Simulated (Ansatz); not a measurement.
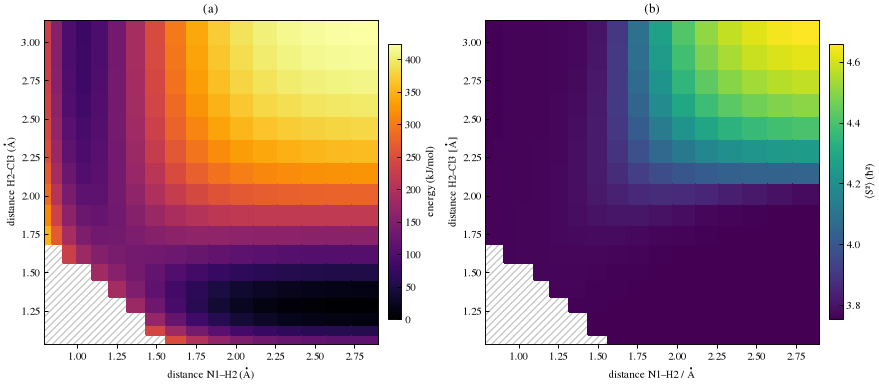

The system N + HCl, spin multiplicity 4. Coordinates scanned: (1) distance N1–H2; (2) distance H2–Cl3. Nothing is relaxed (the angle N1–H2–Cl3 is fixed at 100 degrees). The scan uses a 17 × 17 grid. At 39 points there is no value. All energies are given in kJ/mol relative to the lowest grid point. In part of the range the unrestricted reference is strongly spin-contaminated. These are results of UKS PBE0-D4/aug-cc-pVTZ (Ansatz 0.2.0), not measurements.

Panel (a) is the energy and panel (b) the computed ⟨S²⟩ on the same grid.

Drawn: one coloured cell a grid point, hatched blanks where no value was computed.

### How does the ⟨S²⟩ vary over the map, and what is it at the lowest grid point?

Leaving out the highest fifth of the energies, it runs from 3.75 ħ² at distance N1–H2 = 2.655 Å, distance H2–Cl3 = 1.291 Å to 4.03 ħ² at distance N1–H2 = 2.343 Å, distance H2–Cl3 = 2.150 Å. At the lowest grid point, distance N1–H2 = 2.816 Å, distance H2–Cl3 = 1.291 Å, it is 3.75 ħ². That point lies on the edge of the scan.

| distance H2–Cl3 ↓, distance N1–H2 → | 0.816 | 0.950 | 1.146 | 1.375 | 1.628 | 1.902 | 2.192 | 2.497 | 2.816 |
| --- | --- | --- | --- | --- | --- | --- | --- | --- | --- |
| 2.903 | 3.76 | 3.76 | 3.76 | 3.77 | 3.90 | 4.25 | 4.48 | 4.58 | 4.62 |
| 2.591 | 3.76 | 3.76 | 3.76 | 3.78 | 3.90 | 4.18 | 4.37 | 4.46 | 4.50 |
| 2.293 | 3.76 | 3.76 | 3.76 | 3.79 | 3.89 | 4.06 | 4.17 | 4.23 | 4.25 |
| 2.011 | 3.76 | 3.76 | 3.77 | 3.79 | 3.84 | 3.86 | 3.85 | 3.81 | 3.78 |
| 1.747 | 3.76 | 3.76 | 3.77 | 3.78 | 3.78 | 3.77 | 3.76 | 3.75 | 3.75 |
| 1.505 | – | – | 3.77 | 3.76 | 3.76 | 3.76 | 3.75 | 3.75 | 3.75 |
| 1.291 | – | – | – | 3.76 | 3.76 | 3.75 | 3.75 | 3.75 | 3.75 |
| 1.118 | – | – | – | – | 3.76 | 3.75 | 3.75 | 3.75 | 3.75 |

The table holds every second grid line.
